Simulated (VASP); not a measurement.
Energy against volume of Rb (bcc). Level of theory: SCAN meta-GGA, VASP's PBE PAW potentials (set 64) (plane waves; VASP).

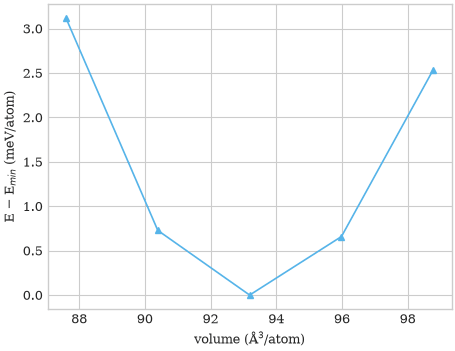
Figure. Energy against volume

**Question.** Estimate the equilibrium volume and the bulk modulus.

**Answer.** The minimum lies near 93.2 Å³/atom, and the curvature gives B0 of about 2.7 GPa.

Measured: a 5.576 Å at 0 K (computed value off by +2.4 %), as given by Gábor I. Csonka et al., Physical Review B (2009), arXiv:0903.4037 [low-temperature or extrapolated to 0 K; zero-point anharmonic expansion removed].

The compound is Rb in the bcc structure. It was relaxed first.
